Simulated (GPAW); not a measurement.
# Na/Rh(110): work function by functional and basis, part 2 of 3

How far do functional and basis move the work function of Na/Rh(110)?

GPAW 26.7.0; GPAW, PAW setups; slab in vacuum, relaxation (the session's first sound run).

So far, upper work function (eV): step 2 (relaxing the atoms) 2.64; step 3 (the slab's potential) 2.64.

**4. Self-consistent run: xc = "vdW-DF2"**

The same geometry under vdW-DF2, to see how far the functional moves the levels against the vacuum (the van der Waals functionals take revPBE setups).

run.py reads:

```python
import json
import numpy as np
from ase import Atoms
from gpaw import GPAW, PW

slab = Atoms(
    ['Rh', 'Rh', 'Rh', 'Rh', 'Rh', 'Na'],
    positions=[
        [0.00000, 0.00000, 8.00000],
        [1.90000, 1.34350, 9.34350],
        [0.00000, 0.00000, 10.68701],
        [1.90000, 1.34350, 12.14380],
        [0.00000, -0.00000, 13.36855],
        [1.90000, 1.34350, 15.28575]],
    cell=[[3.8, 0.0, 0.0], [0.0, 2.68701, 0.0], [0.0, 0.0, 23.61984]],
    pbc=[True, True, False])

slab.calc = GPAW(mode=PW(400), xc='vdW-DF2', kpts={'size': (8, 12, 1), 'gamma': True},
                 occupations={'name': 'fermi-dirac', 'width': 0.1}, nbands='160%',
                 convergence={'density': 1e-05}, maxiter=200,
                 poissonsolver={'dipolelayer': 'xy'},
                 symmetry={'tolerance': 1e-3}, txt='slab.txt')
result = {}
energy = slab.get_potential_energy()
fermi = slab.calc.get_fermi_level()
v = slab.calc.get_electrostatic_potential().mean((0, 1)) - fermi
n = slab.calc.get_pseudo_density().mean((0, 1))
L = slab.cell[2, 2]
z = np.arange(len(v)) * L / len(v)
low, high = slab.positions[:, 2].min(), slab.positions[:, 2].max()
below, above = np.interp([low - 5.8, high + 5.8], z, v)
slopes = [np.interp(x, z, np.gradient(v, z)) for x in (low - 5.8, high + 5.8)]
eps = np.array([[slab.calc.get_eigenvalues(k, s) for k in range(len(slab.calc.get_ibz_k_points()))]
                for s in range(slab.calc.get_number_of_spins())]) - fermi
top, bottom = eps[eps < 0].max(), eps[eps > 0].min()
dipole = slab.get_dipole_moment()[2]
print(f'energy {energy:.4f} eV, Fermi level {fermi:.4f} eV, dipole {dipole:.5f} e A')
print(f'potential 5.8 A off the faces, from the Fermi level: lower {below:.4f} eV, upper {above:.4f} eV')
print(f'slope of the potential there: lower {slopes[0]:.5f}, upper {slopes[1]:.5f} eV/A')
print(f'nearest levels on the mesh: {top:.4f} and {bottom:.4f} eV')
print('magnetic moment', round(slab.get_magnetic_moment(), 3))
result.update(energy=energy, fermi=fermi, dipole=dipole, below=below, above=above, slopes=slopes, edges=[top, bottom],
              z=z.tolist(), v=v.tolist(), n=n.tolist(), positions=slab.positions.tolist(),
              forces=slab.get_forces(apply_constraint=False).tolist(), moments=slab.get_magnetic_moments().tolist())
json.dump(result, open('result.json', 'w'))
```

Run with:

```console
$ OMP_NUM_THREADS=1 OPENBLAS_NUM_THREADS=1 python run.py
```

Output:

```text
energy -493.9969 eV, Fermi level 1.0585 eV, dipole 0.12536 e A
potential 5.8 A off the faces, from the Fermi level: lower 5.1297 eV, upper 2.9080 eV
slope of the potential there: lower -0.00015, upper 0.00151 eV/A
nearest levels on the mesh: -0.0122 and 0.0097 eV
magnetic moment 0.0
```

Wall time 6.4 min (1 thread of Arm Neoverse V2, shared host); peak memory 0.53 GiB.

Numbers from this step:

- dipole along the normal: 0.1254 e·Å
- levels nearest the Fermi level on the mesh: -0.01224, 0.009668 eV from the Fermi level
- upper work function: 2.908 eV
- lower work function: 5.130 eV

The electrostatic potential energy of an electron (without an applied field's), less the Fermi level, planar mean oscillates, so the rows of the table below give means over windows of 1 Å about each position, cut where the curve ends. Its maxima inside the range that stand out by 2 % of the span (Å: eV): 2.0: 5.13, 8.6: -7.95, 10.0: -8.37, 11.4: -6.57, 12.8: -10.2, 14.4: -0.112. Its minima: 8.0: -14.6, 9.4: -15.6, 10.7: -15.4, 12.1: -15.7, 13.3: -15.1, 15.3: -4.18.

Table of electrostatic potential energy of an electron (without an applied field's), less the Fermi level, planar mean by z; means over each step:

| z (Å) | electrostatic potential energy of an electron (without an applied field's), less the Fermi level, planar mean (eV) |
| --- | --- |
| 0 | 4.71 |
| 1 | 5.13 |
| 2 | 5.13 |
| 3 | 5.13 |
| 4 | 5.13 |
| 5 | 5.10 |
| 6 | 4.79 |
| 7 | 1.19 |
| 8 | -11.5 |
| 9 | -11.7 |
| 10 | -10.9 |
| 11 | -11.2 |
| 12 | -12.6 |
| 13 | -12.6 |
| 14 | -5.02 |
| 15 | -2.51 |
| 16 | -0.782 |
| 17 | 2.04 |
| 18 | 2.72 |
| 19 | 2.87 |
| 20 | 2.90 |
| 21 | 2.91 |
| 22 | 2.91 |
| 23 | 3.01 |

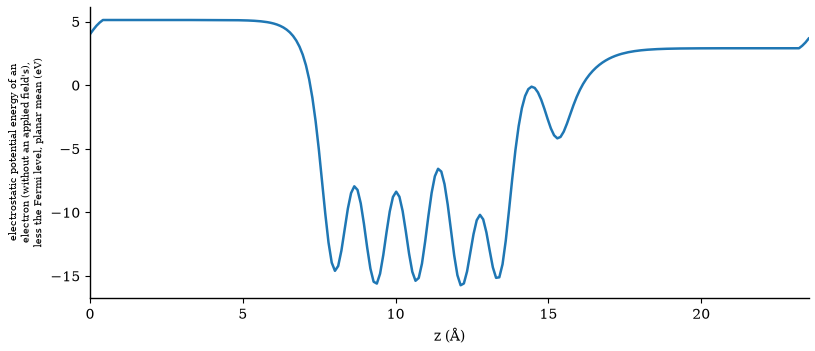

Electrostatic potential energy of an electron (without an applied field's), less the Fermi level, planar mean against z.

The pseudo valence density, planar mean oscillates, so the rows of the table below give means over windows of 1 Å about each position, cut where the curve ends. Its maxima inside the range that stand out by 2 % of the span (Å: e/Å³): 8.0: 1.64, 9.3: 1.65, 10.8: 1.64, 12.2: 1.63, 13.3: 1.63, 15.2: 0.808. Its minima: 8.6: 0.617, 9.9: 0.645, 11.4: 0.524, 12.7: 0.779, 14.6: 0.148.

Pseudo valence density, planar mean against z; means over each step:

| z (Å) | pseudo valence density, planar mean (e/Å³) |
| --- | --- |
| 4 | 9.7e-5 |
| 5 | 0.00102 |
| 6 | 0.0111 |
| 7 | 0.179 |
| 8 | 1.16 |
| 9 | 1.10 |
| 10 | 0.941 |
| 11 | 1.07 |
| 12 | 1.19 |
| 13 | 1.15 |
| 14 | 0.555 |
| 15 | 0.494 |
| 16 | 0.173 |
| 17 | 0.0101 |
| 18 | 0.00252 |
| 19 | 5.6e-4 |
| 20 | 1.1e-4 |

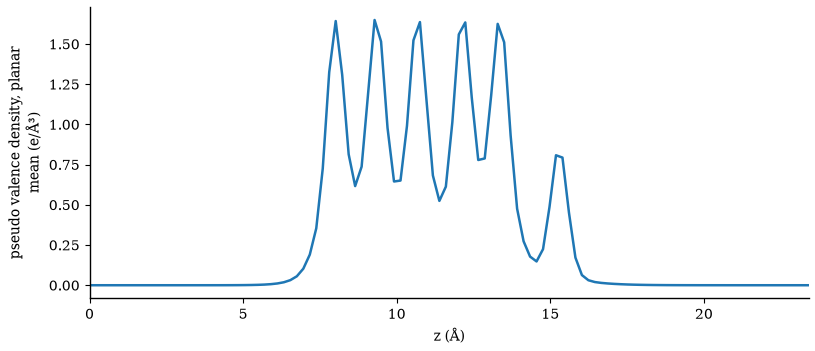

Pseudo valence density, planar mean against z.

Force by atom:

| atom | x (eV/Å) | y (eV/Å) | z (eV/Å) | size |
| --- | --- | --- | --- | --- |
| Rh1 | 0.00 | 0.00 | -0.61 | 0.61 |
| Rh2 | 0.00 | 0.00 | -1.01 | 1.01 |
| Rh3 | 0.00 | 0.00 | -0.11 | 0.11 |
| Rh4 | 0.00 | 0.00 | 0.25 | 0.25 |
| Rh5 | 0.00 | 0.00 | 1.32 | 1.32 |
| Na6 | 0.00 | 0.00 | 0.17 | 0.17 |

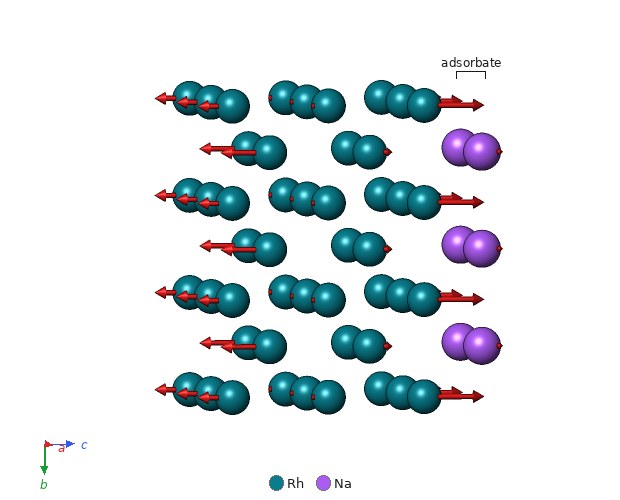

Force as arrows, the longest 1.32 eV/Å. 2×3×1 cells are drawn. Some periodic images of atoms are drawn too.

The upper face's work function is 2.908 eV, against 2.645 eV in the first plane-wave PBE run at this geometry.

**5. OptPBE vdW: xc = "optPBE-vdW"**

The same geometry under optPBE-vdW, to see how far the functional moves the levels against the vacuum (the van der Waals functionals take revPBE setups).

Changes to run.py since step 4:

```diff
@@ -17,3 +17,3 @@
 
-slab.calc = GPAW(mode=PW(400), xc='vdW-DF2', kpts={'size': (8, 12, 1), 'gamma': True},
+slab.calc = GPAW(mode=PW(400), xc='optPBE-vdW', kpts={'size': (8, 12, 1), 'gamma': True},
                  occupations={'name': 'fermi-dirac', 'width': 0.1}, nbands='160%',
```

Output:

```text
energy -111.4055 eV, Fermi level 1.0974 eV, dipole 0.11942 e A
potential 5.8 A off the faces, from the Fermi level: lower 4.9186 eV, upper 2.8021 eV
slope of the potential there: lower -0.00013, upper 0.00176 eV/A
nearest levels on the mesh: -0.0078 and 0.0070 eV
magnetic moment 0.0
```

The job ended after 6.3 min (1 thread; peak memory 0.52 GiB).

This step gave:

```
dipole along the normal                    : 0.1194 e·Å
levels nearest the Fermi level on the mesh : -0.007810, 0.006972 eV from the Fermi level
upper work function                        : 2.802 eV
lower work function                        : 4.919 eV
```

The upper face's work function is 2.802 eV, against 2.645 eV in the first plane-wave PBE run at this geometry.

**6. Self-consistent run: xc = "revPBE"**

The same geometry under revPBE, to see how far the functional moves the levels against the vacuum.

Changes to run.py since step 5:

```diff
@@ -17,3 +17,3 @@
 
-slab.calc = GPAW(mode=PW(400), xc='optPBE-vdW', kpts={'size': (8, 12, 1), 'gamma': True},
+slab.calc = GPAW(mode=PW(400), xc='revPBE', kpts={'size': (8, 12, 1), 'gamma': True},
                  occupations={'name': 'fermi-dirac', 'width': 0.1}, nbands='160%',
```

Output:

```text
energy -32.8085 eV, Fermi level 1.3041 eV, dipole 0.11215 e A
potential 5.8 A off the faces, from the Fermi level: lower 4.5569 eV, upper 2.5694 eV
slope of the potential there: lower -0.00008, upper 0.00105 eV/A
nearest levels on the mesh: -0.0028 and 0.0012 eV
magnetic moment 0.0
```

Run time: 6.1 min. Hardware: 1 thread; peak memory 0.38 GiB.

Numbers from this step:

| Quantity | Value |
| --- | --- |
| dipole along the normal | 0.1122 e·Å |
| levels nearest the Fermi level on the mesh | -0.002815, 0.001158 eV from the Fermi level |
| upper work function | 2.569 eV |
| lower work function | 4.557 eV |

The electrostatic potential energy of an electron (without an applied field's), less the Fermi level, planar mean oscillates, so the rows of the table below give means over windows of 2.5 Å about each position, cut where the curve ends. Its maxima inside the range that stand out by 2 % of the span (Å: eV): 2.4: 4.56, 8.6: -7.84, 10.0: -8.24, 11.4: -6.41, 12.8: -10.1, 14.4: -0.0751. Its minima: 8.0: -14.6, 9.4: -15.5, 10.7: -15.3, 12.1: -15.6, 13.3: -15.1, 15.3: -4.27.

Electrostatic potential energy of an electron (without an applied field's), less the Fermi level, planar mean against z; means over each step:

| z (Å) | electrostatic potential energy of an electron (without an applied field's), less the Fermi level, planar mean (eV) |
| --- | --- |
| 0.0 | 4.41 |
| 2.5 | 4.56 |
| 5.0 | 4.49 |
| 7.5 | -4.65 |
| 10.0 | -11.9 |
| 12.5 | -11.8 |
| 15.0 | -2.32 |
| 17.5 | 2.00 |
| 20.0 | 2.56 |
| 22.5 | 2.61 |

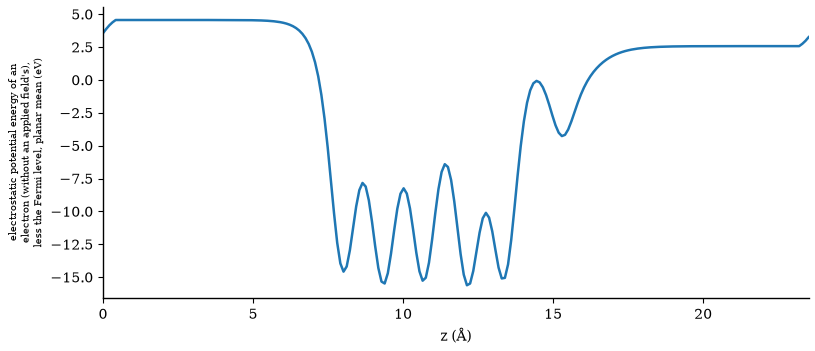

Electrostatic potential energy of an electron (without an applied field's), less the Fermi level, planar mean, plotted against z.

The upper face's work function is 2.569 eV, against 2.645 eV in the first plane-wave PBE run at this geometry.

**7. Self-consistent run: xc = "LDA"**

The same geometry under LDA, to see how far the functional moves the levels against the vacuum.

Changes to run.py since step 6:

```diff
@@ -17,3 +17,3 @@
 
-slab.calc = GPAW(mode=PW(400), xc='revPBE', kpts={'size': (8, 12, 1), 'gamma': True},
+slab.calc = GPAW(mode=PW(400), xc='LDA', kpts={'size': (8, 12, 1), 'gamma': True},
                  occupations={'name': 'fermi-dirac', 'width': 0.1}, nbands='160%',
```

Output:

```text
energy -41.9786 eV, Fermi level 0.9373 eV, dipole 0.13181 e A
potential 5.8 A off the faces, from the Fermi level: lower 5.0930 eV, upper 2.7573 eV
slope of the potential there: lower -0.00003, upper 0.00074 eV/A
nearest levels on the mesh: -0.0038 and 0.0003 eV
magnetic moment 0.0
```

Elapsed: 6 min, on 1 thread; peak memory 0.38 GiB.

This step gave:

```
dipole along the normal                    : 0.1318 e·Å
levels nearest the Fermi level on the mesh : -0.003759, 2.92e-4 eV from the Fermi level
upper work function                        : 2.757 eV
lower work function                        : 5.093 eV
```

The upper face's work function is 2.757 eV, against 2.645 eV in the first plane-wave PBE run at this geometry.

**8. Self-consistent run: xc = "RPBE"**

The same geometry under RPBE, to see how far the functional moves the levels against the vacuum.

Changes to run.py since step 7:

```diff
@@ -17,3 +17,3 @@
 
-slab.calc = GPAW(mode=PW(400), xc='LDA', kpts={'size': (8, 12, 1), 'gamma': True},
+slab.calc = GPAW(mode=PW(400), xc='RPBE', kpts={'size': (8, 12, 1), 'gamma': True},
                  occupations={'name': 'fermi-dirac', 'width': 0.1}, nbands='160%',
```

Output:

```text
energy -32.1884 eV, Fermi level 1.3187 eV, dipole 0.11078 e A
potential 5.8 A off the faces, from the Fermi level: lower 4.5374 eV, upper 2.5741 eV
slope of the potential there: lower -0.00009, upper 0.00111 eV/A
nearest levels on the mesh: -0.0021 and 0.0021 eV
magnetic moment 0.0
```

Wall time 6.1 min (1 thread); peak memory 0.38 GiB.

Numbers from this step:

- dipole along the normal: 0.1108 e·Å
- levels nearest the Fermi level on the mesh: -0.002103, 0.002092 eV from the Fermi level
- upper work function: 2.574 eV
- lower work function: 4.537 eV

The electrostatic potential energy of an electron (without an applied field's), less the Fermi level, planar mean oscillates, so the rows of the table below give means over windows of 2 Å about each position, cut where the curve ends. Its maxima inside the range that stand out by 2 % of the span (Å: eV): 2.2: 4.54, 8.6: -7.86, 10.0: -8.27, 11.4: -6.44, 12.8: -10.1, 14.4: -0.107. Its minima: 8.0: -14.6, 9.4: -15.5, 10.7: -15.3, 12.1: -15.6, 13.3: -15.1, 15.3: -4.29.

Table of electrostatic potential energy of an electron (without an applied field's), less the Fermi level, planar mean by z; means over each step:

| z (Å) | electrostatic potential energy of an electron (without an applied field's), less the Fermi level, planar mean (eV) |
| --- | --- |
| 0 | 4.35 |
| 2 | 4.54 |
| 4 | 4.53 |
| 6 | 4.00 |
| 8 | -8.30 |
| 10 | -12.5 |
| 12 | -11.0 |
| 14 | -6.35 |
| 16 | -1.10 |
| 18 | 2.36 |
| 20 | 2.57 |
| 22 | 2.57 |

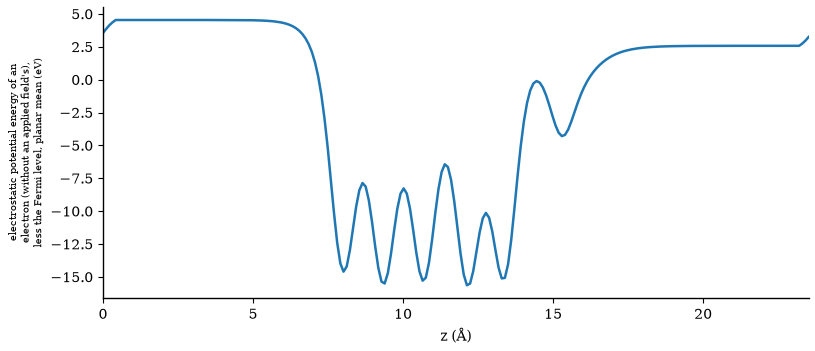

Electrostatic potential energy of an electron (without an applied field's), less the Fermi level, planar mean, plotted against z.

The upper face's work function is 2.574 eV, against 2.645 eV in the first plane-wave PBE run at this geometry.

**9. Real-space grid: mode = "fd"**

A real-space grid is a second complete basis, so it checks the plane-wave result.

Changes to run.py since step 8:

```diff
@@ -3,3 +3,3 @@
 from ase import Atoms
-from gpaw import GPAW, PW
+from gpaw import GPAW
 
@@ -17,3 +17,3 @@
 
-slab.calc = GPAW(mode=PW(400), xc='RPBE', kpts={'size': (8, 12, 1), 'gamma': True},
+slab.calc = GPAW(mode='fd', h=0.18, xc='PBE', kpts={'size': (8, 12, 1), 'gamma': True},
                  occupations={'name': 'fermi-dirac', 'width': 0.1}, nbands='160%',
```

Output:

```text
energy -35.6032 eV, Fermi level -3.6791 eV, dipole 0.11685 e A
potential 5.8 A off the faces, from the Fermi level: lower 4.7145 eV, upper 2.6434 eV
slope of the potential there: lower -0.00004, upper 0.00083 eV/A
nearest levels on the mesh: -0.0005 and 0.0125 eV
magnetic moment 0.0
```

It took 35 min on 1 thread; peak memory 2.2 GiB.

This step gave:

```yaml
dipole_along_the_normal: 0.1168 e·Å
levels_nearest_the_fermi_level_on_the_mesh: -4.71e-4, 0.01248 eV from the Fermi level
upper_work_function: 2.643 eV
lower_work_function: 4.715 eV
```

The electrostatic potential energy of an electron (without an applied field's), less the Fermi level, planar mean oscillates, so the rows of the table below give means over windows of 2 Å about each position, cut where the curve ends. Its maxima inside the range that stand out by 2 % of the span (Å: eV): 1.7: 4.71, 8.7: -7.76, 10.0: -8.18, 11.5: -6.37, 12.8: -10.1, 14.5: 0.0282. Its minima: 8.1: -14.5, 9.3: -15.4, 10.6: -15.2, 12.2: -15.6, 13.3: -15.1, 15.3: -4.15.

Electrostatic potential energy of an electron (without an applied field's), less the Fermi level, planar mean against z; means over each step:

| z (Å) | electrostatic potential energy of an electron (without an applied field's), less the Fermi level, planar mean (eV) |
| --- | --- |
| 0 | 4.67 |
| 2 | 4.71 |
| 4 | 4.71 |
| 6 | 4.19 |
| 8 | -8.20 |
| 10 | -12.4 |
| 12 | -10.9 |
| 14 | -6.23 |
| 16 | -0.973 |
| 18 | 2.44 |
| 20 | 2.64 |
| 22 | 2.64 |

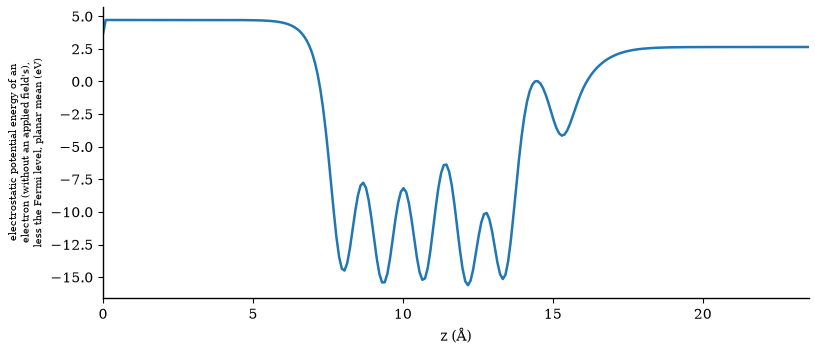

Electrostatic potential energy of an electron (without an applied field's), less the Fermi level, planar mean, plotted against z.

The upper face's work function is 2.643 eV, against 2.645 eV in the first plane-wave PBE run at this geometry.

[end of part 2 of 3]

[Logs are printed without paths, hosts, clocks, repeated set-up lines and the standing remarks that a program may print on its own settings, such as how far it seeks lower states.]

[Hosts, paths, dates, database ids (printed as entryN), source tags and the programs' standing remarks are cut or masked in the printed files.]
